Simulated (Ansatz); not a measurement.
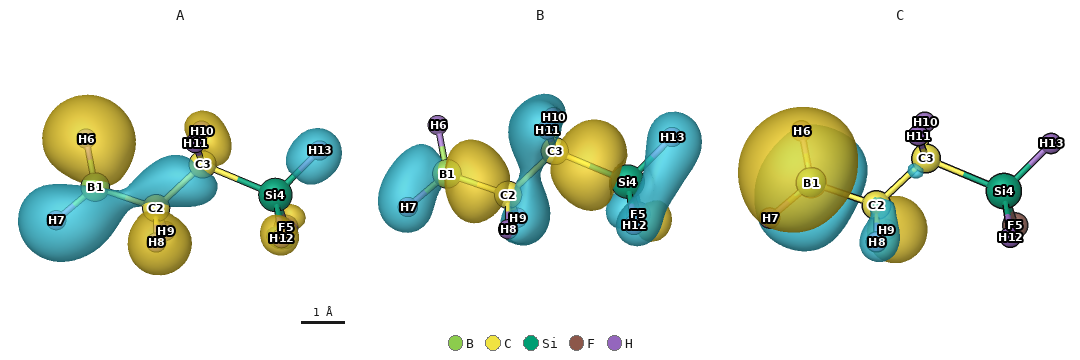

Figure 1: C2H8BFSi. Three frontier orbitals at ±0.1 Å⁻³ᐟ² (yellow and cyan are the two phases), in no order.

The calculation used RKS PBE0-D4/def2-SVP in Ansatz 0.2.0.

```xyz
13

B    -0.4902    1.9543    1.0728
C    -0.6082    0.6161    0.2901
C     0.6102   -0.3104    0.2139
Si    0.4187   -1.7129   -1.0044
F     0.0839   -1.0668   -2.4662
H     0.5905    2.4266    1.3545
H    -1.4884    2.5820    1.3485
H    -1.5288    0.0690    0.5624
H    -0.8488    1.0084   -0.7275
H     1.5147    0.2623   -0.0559
H     0.8268   -0.7490    1.2049
H    -0.7283   -2.5974   -0.6422
H     1.6684   -2.5168   -1.1361
```

Which picture is the HOMO−1, the HOMO and the LUMO?

Answer. A is the HOMO−1 (−9.10 eV). Its weight (Hirshfeld) is mainly on B1 (about 30 %), H6 (about 20 %), H7 (about 15 %), C2 (about 10 %) and C3 (about 5 %). B is the HOMO (−8.28 eV). By Hirshfeld shares it lies mainly on C3 (about 25 %), C2 (about 15 %), Si4 (about 15 %) and B1 (about 15 %). C is the LUMO (−1.33 eV). Its weight (Hirshfeld) is mainly on B1 (about 65 %), C2 (about 10 %), H6 (about 10 %) and H7 (about 5 %).

What is the HOMO–LUMO gap?

Answer. 6.95 eV between the orbital energies.
